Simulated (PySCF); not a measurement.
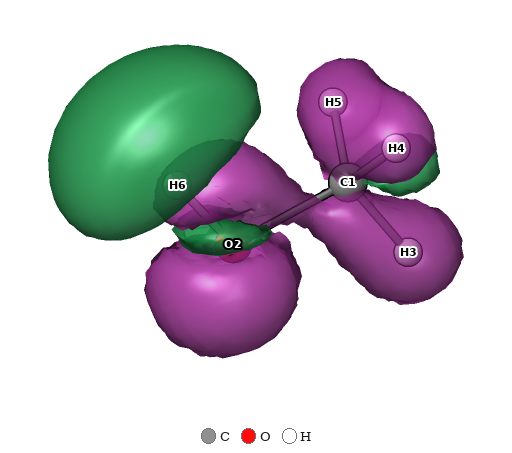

Figure. CH4O, SMILES `CO`. Unrelaxed difference density of T₃ less the ground state (TDA triplet states), ±0.03 e/Å³; green: gain, purple: loss.

Level of theory: PBE0/def2-TZVP (PySCF), at a geometry from GFN2-xTB. No frequency check shows the geometry to be a minimum. Without diffuse functions Rydberg states are missing, so the states' numbers hold for this basis only.

> How does the charge move on excitation?

0.74 e is displaced in all, of which about 0.4 e passes between atoms: O2 (0.33 e) and H3 (0.05 e) lose electrons and H6 (0.37 e) gains them. The state: 8.42 eV (147 nm), spin-forbidden from the singlet ground state, partly diffuse acceptor orbital, which a basis without diffuse functions describes poorly; the leading pair carries 98 %; hole on O2 (54 %), C1 (19 %) and H3 (9 %), electron on H6 (44 %), O2 (22 %) and C1 (15 %) (atom shares of so diffuse an orbital are rough); their centroids lie 1.1 Å apart.
